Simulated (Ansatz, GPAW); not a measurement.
# Si/Fe(100) in an electric field, part 2 of 3

Wanted: the out-of-plane polarisability of Si/Fe(100).

GPAW 26.7.0 and Ansatz 0.2.0; Ansatz plane waves; slab in vacuum with a dipole correction, relaxation (the session's first sound run).

So far: The starting structure; Relaxation.

## 2. Relaxation (continued)

The electrostatic potential energy of an electron (with the applied field's), less the Fermi level, planar mean oscillates, so the rows of the table below give means over windows of 1.4 Å about each position, cut where the curve ends. Its maxima inside the range that stand out by 2 % of the span (Å: eV): 7.7: -6.94, 9.2: -6.80, 10.6: -7.11, 12.0: -7.24, 13.3: -11.9. Its minima: 6.9: -11.9, 8.4: -12.0, 9.9: -11.9, 11.2: -12.0, 12.9: -13.1, 13.9: -13.5.

The electrostatic potential energy of an electron (with the applied field's), less the Fermi level, planar mean by z; means over each step:

```csv
z (Å),"electrostatic potential energy of an electron (with the applied field's), less the Fermi level, planar mean (eV)"
0.70,3.93
2.10,3.87
3.50,3.86
4.90,3.54
6.30,-3.85
7.70,-9.57
9.10,-9.47
10.50,-9.59
11.90,-9.83
13.30,-12.7
14.70,-2.94
16.10,4.25
17.50,4.49
18.90,4.49
20.30,4.48
```

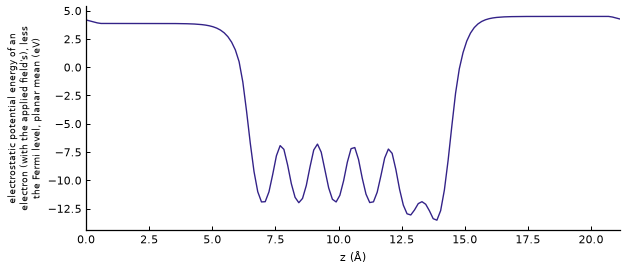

Electrostatic potential energy of an electron (with the applied field's), less the Fermi level, planar mean, plotted against z.

The valence density, planar mean (density) oscillates, so the rows of the table below give means over windows of 1.48 Å about each position, cut where the curve ends. Its maxima inside the range that stand out by 2 % of the span (Å: e/Å³): 6.9: 2.33, 8.4: 2.38, 9.9: 2.38, 11.2: 2.34, 12.7: 2.43. Its minima: 7.7: 0.511, 9.2: 0.505, 10.6: 0.532, 12.0: 0.535.

Valence density, planar mean against z; means over each step:

```csv
z (Å),density (e/Å³),rho spin (e/Å³)
2.22,1.9e-5,3.9e-6
3.70,6.3e-4,1.8e-4
5.18,0.0206,0.00680
6.66,1.13,0.227
8.14,1.34,0.203
9.62,1.34,0.204
11.10,1.34,0.203
12.58,1.37,0.147
14.06,0.293,0.0187
15.54,0.0411,0.0110
17.02,8.6e-4,3.6e-4
18.50,1.6e-5,9.1e-6
```

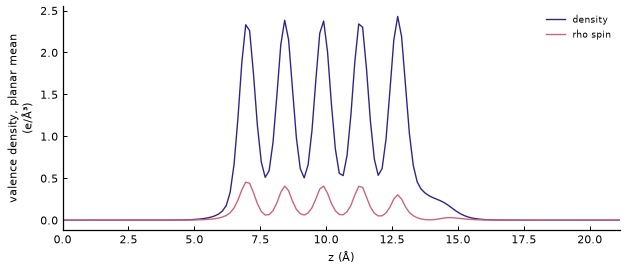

Valence density, planar mean against z.

Site moment by atom:

```csv
atom,site moment (μB)
Fe1,2.99
Fe2,2.44
Fe3,2.51
Fe4,2.49
Fe5,1.78
Si6,0.10
```

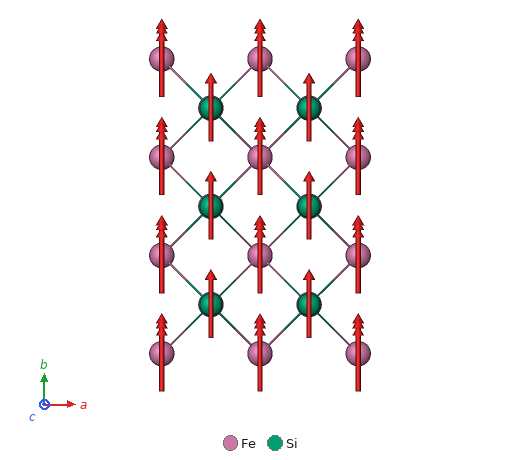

Site moment as arrows, the longest 2.99 μB. Up and down stand for the sign. Arrows give size and sign along the axis of quantisation, drawn up and down the page. 2×3×1 cells are drawn. Some periodic images of atoms are drawn too.

The relaxation lowered the energy of the cell by 0.269 eV.

## 3. The slab's potential

With the geometry fixed, the planar mean of the potential gives the vacuum level on each side.

This step: GPAW, PAW setups; slab in vacuum (GPAW 26.7.0).

File run.py:

```python
import json
import numpy as np
from ase import Atoms
from gpaw import GPAW, PW

slab = Atoms(
    ['Fe', 'Fe', 'Fe', 'Fe', 'Fe', 'Si'],
    positions=[
        [0.00000, 0.00000, 7.00000],
        [1.43500, 1.43500, 8.43500],
        [0.00000, 0.00000, 9.87000],
        [1.43500, 1.43500, 11.29750],
        [0.00000, 0.00000, 12.71514],
        [1.43500, 1.43500, 13.91148]],
    cell=[[2.87, 0.0, 0.0], [0.0, 2.87, 0.0], [0.0, 0.0, 21.28651]],
    pbc=[True, True, False],
    magmoms=[2.5, 2.5, 2.5, 2.5, 2.5, 0.0])

slab.calc = GPAW(mode=PW(400), xc='PBE', kpts={'size': (11, 11, 1), 'gamma': True},
                 occupations={'name': 'fermi-dirac', 'width': 0.1}, nbands='140%',
                 convergence={'density': 1e-05}, maxiter=200,
                 poissonsolver={'dipolelayer': 'xy'},
                 symmetry={'tolerance': 1e-3}, txt='slab.txt')
result = {}
energy = slab.get_potential_energy()
fermi = slab.calc.get_fermi_level()
v = slab.calc.get_electrostatic_potential().mean((0, 1)) - fermi
n = slab.calc.get_pseudo_density().mean((0, 1))
L = slab.cell[2, 2]
z = np.arange(len(v)) * L / len(v)
low, high = slab.positions[:, 2].min(), slab.positions[:, 2].max()
below, above = np.interp([low - 4.8, high + 4.8], z, v)
slopes = [np.interp(x, z, np.gradient(v, z)) for x in (low - 4.8, high + 4.8)]
eps = np.array([[slab.calc.get_eigenvalues(k, s) for k in range(len(slab.calc.get_ibz_k_points()))]
                for s in range(slab.calc.get_number_of_spins())]) - fermi
top, bottom = eps[eps < 0].max(), eps[eps > 0].min()
dipole = slab.get_dipole_moment()[2]
print(f'energy {energy:.4f} eV, Fermi level {fermi:.4f} eV, dipole {dipole:.5f} e A')
print(f'potential 4.8 A off the faces, from the Fermi level: lower {below:.4f} eV, upper {above:.4f} eV')
print(f'slope of the potential there: lower {slopes[0]:.5f}, upper {slopes[1]:.5f} eV/A')
print(f'nearest levels on the mesh: {top:.4f} and {bottom:.4f} eV')
print('magnetic moment', round(slab.get_magnetic_moment(), 3))
result.update(energy=energy, fermi=fermi, dipole=dipole, below=below, above=above, slopes=slopes, edges=[top, bottom],
              z=z.tolist(), v=v.tolist(), n=n.tolist(), positions=slab.positions.tolist(),
              forces=slab.get_forces(apply_constraint=False).tolist(), moments=slab.get_magnetic_moments().tolist())
json.dump(result, open('result.json', 'w'))
```

Started as:

```bash
$ OMP_NUM_THREADS=1 OPENBLAS_NUM_THREADS=1 python run.py
```

Numbers of over 12 decimals in the logs are rounded to 6 here.

What it wrote:

```text
energy -48.2940 eV, Fermi level 1.6951 eV, dipole -0.02854 e A
potential 4.8 A off the faces, from the Fermi level: lower 3.8769 eV, upper 4.4919 eV
slope of the potential there: lower -0.00086, upper 0.00035 eV/A
nearest levels on the mesh: -0.0085 and 0.0059 eV
magnetic moment 12.448
```

The job ended after 2.1 min (1 thread of Intel Xeon 6975P-C (Granite Rapids), shared host; peak memory 0.28 GiB).

Numbers from this step:

- dipole along the normal: -0.02854 e·Å
- levels nearest the Fermi level on the mesh: -0.008468, 0.005924 eV from the Fermi level
- upper work function: 4.492 eV
- lower work function: 3.877 eV
- site moments: 2.950, 2.417, 2.487, 2.473, 1.780, 0.09337 μB
- sum of the site moments: 12.20 μB

The electrostatic potential energy of an electron (without an applied field's), less the Fermi level, planar mean oscillates, so the rows of the table below give means over windows of 1.38 Å about each position, cut where the curve ends. Its maxima inside the range that stand out by 2 % of the span (Å: eV): 7.8: -5.52, 9.2: -5.32, 10.5: -5.56, 12.0: -5.70, 13.3: -10.5. Its minima: 7.0: -14.6, 8.4: -14.5, 9.9: -14.5, 11.3: -14.6, 12.8: -15.5, 13.8: -16.0.

The electrostatic potential energy of an electron (without an applied field's), less the Fermi level, planar mean by z; means over each step:

```csv
z (Å),"electrostatic potential energy of an electron (without an applied field's), less the Fermi level, planar mean (eV)"
0.69,3.92
2.07,3.88
3.45,3.87
4.83,3.60
6.21,-2.81
7.59,-9.65
8.97,-9.57
10.35,-9.71
11.73,-9.92
13.11,-13.1
14.49,-6.02
15.87,4.05
17.25,4.48
18.63,4.49
20.01,4.49
```

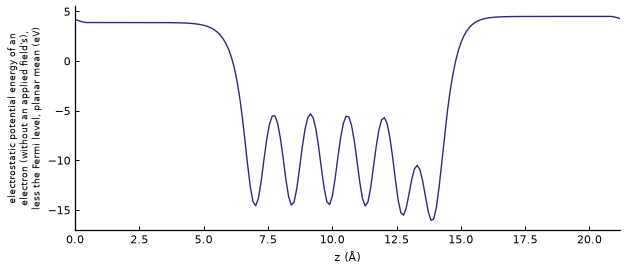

Electrostatic potential energy of an electron (without an applied field's), less the Fermi level, planar mean against z.

The pseudo valence density, planar mean oscillates, so the rows of the table below give means over windows of 1.49 Å about each position, cut where the curve ends. Its maxima inside the range that stand out by 2 % of the span (Å: e/Å³): 7.0: 1.02, 8.5: 1.01, 9.8: 1.01, 11.3: 1.05, 12.8: 1.08. Its minima: 7.7: 0.431, 9.2: 0.427, 10.6: 0.433, 11.9: 0.449.

Table of pseudo valence density, planar mean by z; means over each step:

```csv
z (Å),"pseudo valence density, planar mean (e/Å³)"
2.23,2.0e-5
3.72,6.8e-4
5.21,0.0228
6.70,0.544
8.19,0.671
9.68,0.671
11.17,0.672
12.66,0.709
14.15,0.260
15.64,0.0327
17.13,6.3e-4
18.62,1.2e-5
```

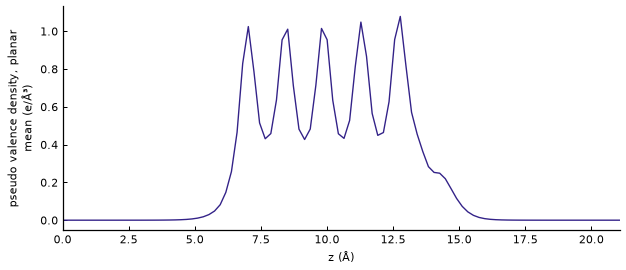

Pseudo valence density, planar mean, plotted against z.

Force by atom:

```csv
atom,x (eV/Å),y (eV/Å),z (eV/Å),size
Fe1,0.000,0.000,0.305,0.305
Fe2,0.000,0.000,-0.242,0.242
Fe3,0.000,0.000,-0.176,0.176
Fe4,0.000,0.000,-0.014,0.014
Fe5,0.000,0.000,-0.018,0.018
Si6,0.000,0.000,0.145,0.145
```

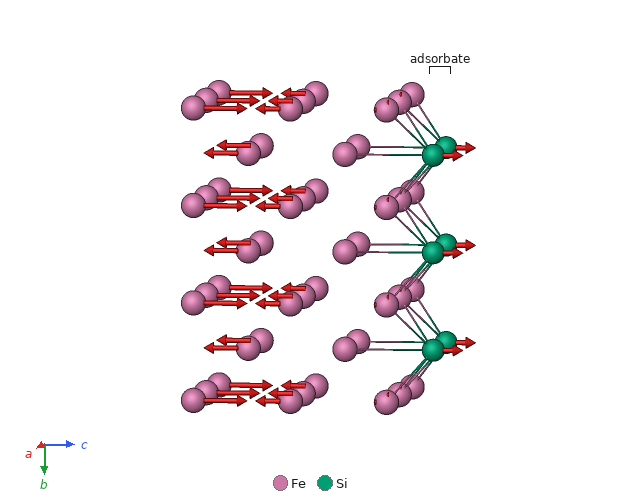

Force as arrows, the longest 0.305 eV/Å. 2×3×1 cells are drawn. Some periodic images of atoms are drawn too.

The potential is flat to 8.6e-4 eV/Å where it is read, so the vacuum is wide enough. The geometry is the other program's minimum; here the largest force on a free atom is 0.15 eV/Å.

## 4. Field on

A uniform field along the normal polarises the slab; the atoms stay fixed, so this is the electronic response alone.

Edit run.py of step 3 so:

```diff
@@ -4,2 +4,3 @@
 from gpaw import GPAW, PW
+from gpaw.external import ConstantElectricField
 
@@ -22,2 +23,3 @@
                  poissonsolver={'dipolelayer': 'xy'},
+                 external=ConstantElectricField(-0.2, [0, 0, 1]),
                  symmetry={'tolerance': 1e-3}, txt='slab.txt')
```

What it wrote:

```text
energy -48.3091 eV, Fermi level 1.7242 eV, dipole -0.12070 e A
potential 4.8 A off the faces, from the Fermi level: lower 2.8038 eV, upper 5.4553 eV
slope of the potential there: lower -0.00053, upper 0.00053 eV/A
nearest levels on the mesh: -0.0043 and 0.0130 eV
magnetic moment 12.455
```

Run time: 11 min. Hardware: 1 thread; peak memory 0.54 GiB.

Numbers from this step:

```
dipole along the normal                                         : -0.1207 e·Å
levels nearest the Fermi level on the mesh                      : -0.004284, 0.01297 eV from the Fermi level
site moments                                                    : 2.953, 2.416, 2.488, 2.474, 1.780, 0.09363 μB
potential below the slab, the applied field's own ramp left out : 2.804 eV from the Fermi level
potential above the slab, the applied field's own ramp left out : 5.455 eV from the Fermi level
```

The electrostatic potential energy of an electron (without an applied field's), less the Fermi level, planar mean oscillates, so the rows of the table below give means over windows of 1.38 Å about each position, cut where the curve ends. Its maxima inside the range that stand out by 2 % of the span (Å: eV): 7.8: -6.09, 9.2: -5.62, 10.5: -5.58, 12.0: -5.42, 13.3: -9.97, 20.3: 5.46. Its minima: 7.0: -15.3, 8.4: -15.0, 9.9: -14.6, 11.3: -14.5, 12.8: -15.1, 13.8: -15.4.

Table of electrostatic potential energy of an electron (without an applied field's), less the Fermi level, planar mean by z; means over each step:

```csv
z (Å),"electrostatic potential energy of an electron (without an applied field's), less the Fermi level, planar mean (eV)"
0.69,2.98
2.07,2.80
3.45,2.80
4.83,2.55
6.21,-3.70
7.59,-10.3
8.97,-9.91
10.35,-9.77
11.73,-9.71
13.11,-12.6
14.49,-5.25
15.87,4.98
17.25,5.44
18.63,5.46
20.01,5.46
```

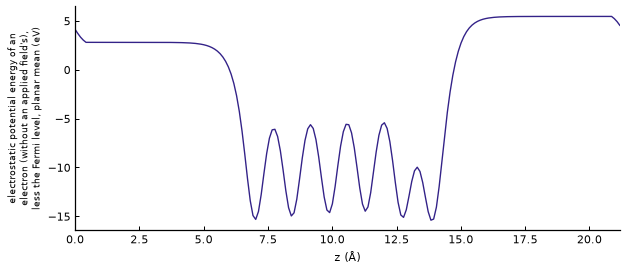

Electrostatic potential energy of an electron (without an applied field's), less the Fermi level, planar mean, plotted against z.

Force by atom:

```csv
atom,x (eV/Å),y (eV/Å),z (eV/Å),size
Fe1,0.000,0.000,0.304,0.304
Fe2,0.000,0.000,-0.241,0.241
Fe3,0.000,0.000,-0.179,0.179
Fe4,0.000,0.000,-0.011,0.011
Fe5,0.000,0.000,-0.029,0.029
Si6,0.000,0.000,0.158,0.158
```

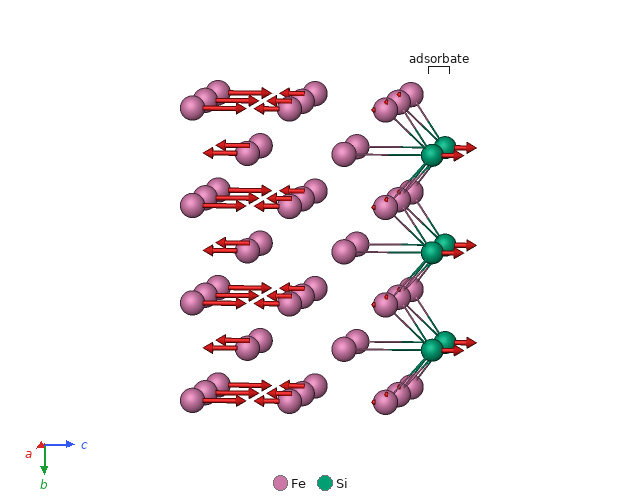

Force as arrows, the longest 0.304 eV/Å. 2×3×1 cells are drawn. Some periodic images of atoms are drawn too.

The dipole is now -0.121 e Å, against -0.029 in the run without a field.

## 5. Field on

Edit run.py of step 4 so:

```diff
@@ -23,3 +23,3 @@
                  poissonsolver={'dipolelayer': 'xy'},
-                 external=ConstantElectricField(-0.2, [0, 0, 1]),
+                 external=ConstantElectricField(-0.1, [0, 0, 1]),
                  symmetry={'tolerance': 1e-3}, txt='slab.txt')
```

What it wrote:

```text
energy -48.2993 eV, Fermi level 1.7104 eV, dipole -0.07438 e A
potential 4.8 A off the faces, from the Fermi level: lower 3.3384 eV, upper 4.9725 eV
slope of the potential there: lower -0.00067, upper 0.00043 eV/A
nearest levels on the mesh: -0.0064 and 0.0097 eV
magnetic moment 12.452
```

The job ended after 8.1 min (1 thread; peak memory 0.54 GiB).

This step gave:

```yaml
dipole_along_the_normal: -0.07438 e·Å
levels_nearest_the_fermi_level_on_the_mesh: -0.006432, 0.009650 eV from the Fermi level
site_moments: 2.952, 2.416, 2.487, 2.473, 1.780, 0.09351 μB
potential_below_the_slab_the_applied_field_s_own_ramp_left_out: 3.338 eV from the Fermi level
potential_above_the_slab_the_applied_field_s_own_ramp_left_out: 4.972 eV from the Fermi level
```

The electrostatic potential energy of an electron (without an applied field's), less the Fermi level, planar mean oscillates, so the rows of the table below give means over windows of 1.38 Å about each position, cut where the curve ends. Its maxima inside the range that stand out by 2 % of the span (Å: eV): 7.8: -5.80, 9.2: -5.47, 10.5: -5.57, 12.0: -5.56, 13.3: -10.2, 20.8: 4.97. Its minima: 7.0: -15.0, 8.4: -14.7, 9.9: -14.5, 11.3: -14.5, 12.8: -15.3, 13.8: -15.7.

Electrostatic potential energy of an electron (without an applied field's), less the Fermi level, planar mean against z; means over each step:

```csv
z (Å),"electrostatic potential energy of an electron (without an applied field's), less the Fermi level, planar mean (eV)"
0.69,3.45
2.07,3.34
3.45,3.33
4.83,3.07
6.21,-3.25
7.59,-9.95
8.97,-9.74
10.35,-9.74
11.73,-9.81
13.11,-12.9
14.49,-5.63
15.87,4.52
17.25,4.96
18.63,4.97
20.01,4.97
```

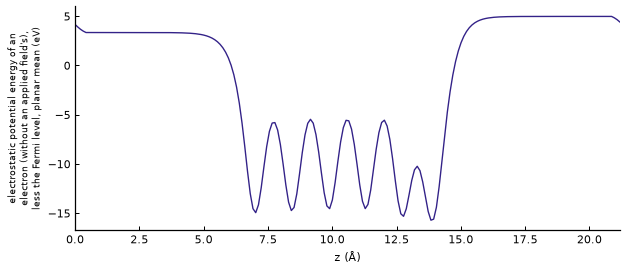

Electrostatic potential energy of an electron (without an applied field's), less the Fermi level, planar mean, plotted against z.

Force by atom:

```csv
atom,x (eV/Å),y (eV/Å),z (eV/Å),size
Fe1,0.000,0.000,0.306,0.306
Fe2,0.000,0.000,-0.241,0.241
Fe3,0.000,0.000,-0.177,0.177
Fe4,0.000,0.000,-0.013,0.013
Fe5,0.000,0.000,-0.024,0.024
Si6,0.000,0.000,0.151,0.151
```

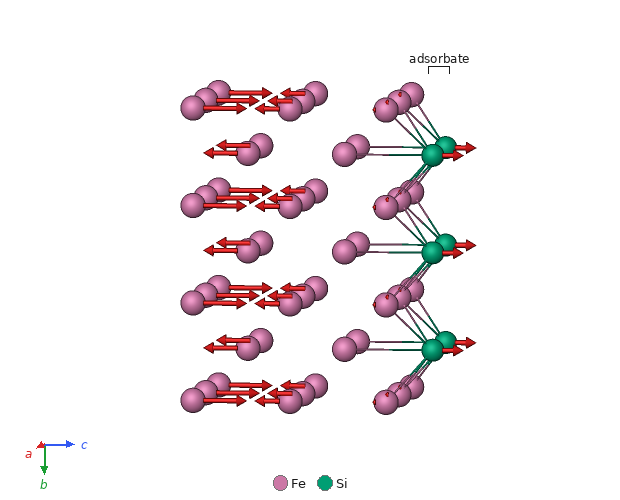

Force as arrows, the longest 0.306 eV/Å. 2×3×1 cells are drawn. Some periodic images of atoms are drawn too.

The dipole is now -0.0744 e Å, against -0.029 in the run without a field.

## 6. Field on

Edit run.py of step 5 so:

```diff
@@ -23,3 +23,3 @@
                  poissonsolver={'dipolelayer': 'xy'},
-                 external=ConstantElectricField(-0.1, [0, 0, 1]),
+                 external=ConstantElectricField(-0.05, [0, 0, 1]),
                  symmetry={'tolerance': 1e-3}, txt='slab.txt')
```

What it wrote:

```text
energy -48.2961 eV, Fermi level 1.7029 eV, dipole -0.05120 e A
potential 4.8 A off the faces, from the Fermi level: lower 3.6072 eV, upper 4.7320 eV
slope of the potential there: lower -0.00076, upper 0.00039 eV/A
nearest levels on the mesh: -0.0074 and 0.0079 eV
magnetic moment 12.45
```

Run time: 11 min. Hardware: 1 thread; peak memory 0.54 GiB.

The electrostatic potential energy of an electron (without an applied field's), less the Fermi level, planar mean oscillates, so the rows of the table below give means over windows of 1.38 Å about each position, cut where the curve ends. Its maxima inside the range that stand out by 2 % of the span (Å: eV): 7.8: -5.66, 9.2: -5.40, 10.5: -5.57, 12.0: -5.63, 13.3: -10.4. Its minima: 7.0: -14.8, 8.4: -14.6, 9.9: -14.5, 11.3: -14.6, 12.8: -15.4, 13.8: -15.9.

The electrostatic potential energy of an electron (without an applied field's), less the Fermi level, planar mean by z; means over each step:

```csv
z (Å),"electrostatic potential energy of an electron (without an applied field's), less the Fermi level, planar mean (eV)"
0.69,3.68
2.07,3.61
3.45,3.60
4.83,3.34
6.21,-3.03
7.59,-9.80
8.97,-9.66
10.35,-9.72
11.73,-9.87
13.11,-13.0
14.49,-5.82
15.87,4.28
17.25,4.72
18.63,4.73
20.01,4.73
```

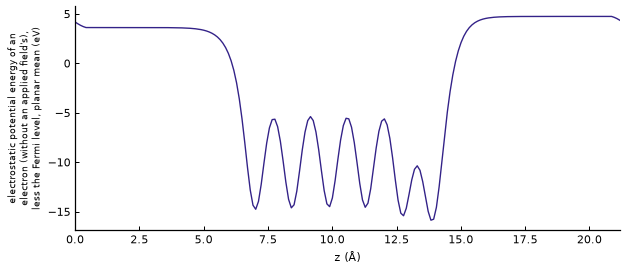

Electrostatic potential energy of an electron (without an applied field's), less the Fermi level, planar mean against z.

## 7. Field on

Edit run.py of step 6 so:

```diff
@@ -23,3 +23,3 @@
                  poissonsolver={'dipolelayer': 'xy'},
-                 external=ConstantElectricField(-0.05, [0, 0, 1]),
+                 external=ConstantElectricField(0.05, [0, 0, 1]),
                  symmetry={'tolerance': 1e-3}, txt='slab.txt')
```

What it wrote:

```text
energy -48.2931 eV, Fermi level 1.6868 eV, dipole -0.00476 e A
potential 4.8 A off the faces, from the Fermi level: lower 4.1477 eV, upper 4.2525 eV
slope of the potential there: lower -0.00097, upper 0.00032 eV/A
nearest levels on the mesh: -0.0095 and 0.0039 eV
magnetic moment 12.447
```

Run time: 14 min. Hardware: 1 thread; peak memory 0.54 GiB.

(Continued in part 3 of 3.)

[Logs are printed without paths, hosts, clocks, repeated set-up lines and the standing remarks that a program may print on its own settings, such as how far it seeks lower states.]

[Hosts, paths, dates, database ids (printed as entryN), source tags and the programs' standing remarks are cut or masked in the printed files.]
